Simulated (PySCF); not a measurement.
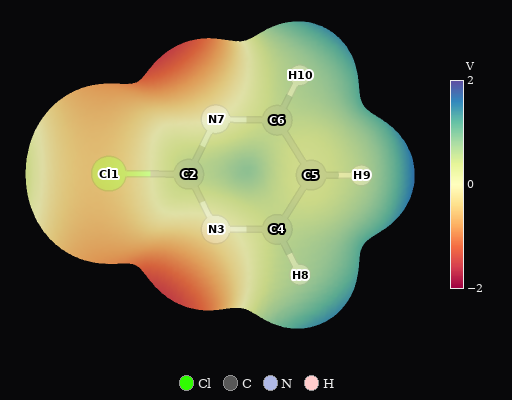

Figure 1: C$_{4}$H$_{3}$ClN$_{2}$. The molecular electrostatic potential painted on the density surface at 0.002 e/bohr³, seen across its widest extent; the colour scale runs from red (negative) to blue (positive).

Geometry: PBE0-D3(BJ)/def2-TZVP.

These are results of PBE0/pcSseg-2, SCF density, gas phase, non-relativistic in PySCF, not measurements.

```xyz
10

Cl    3.1461   -0.3256   -0.0705
C     1.4323   -0.1513   -0.0340
N     0.9598    1.0055   -0.4587
C    -0.3624    1.1301   -0.4263
C    -1.1915    0.1166    0.0214
C    -0.5655   -1.0455    0.4382
N     0.7544   -1.1914    0.4147
H    -0.7627    2.0783   -0.7733
H    -2.2673    0.2265    0.0450
H    -1.1343   -1.8946    0.8056
```

Question: Where is the surface potential most negative and most positive?

Answer: The most negative region (about −1.5 V, or −35 kcal/mol for a unit charge) lies over N3 and N7, the most positive (about +1.6 V, or +37 kcal/mol for a unit charge) over H9. Cl1 shows a σ-hole: about +0.4 V, or +9 kcal/mol for a unit charge at the tip opposite its bond, against about −0.6 V, or −14 kcal/mol for a unit charge on its flanks.
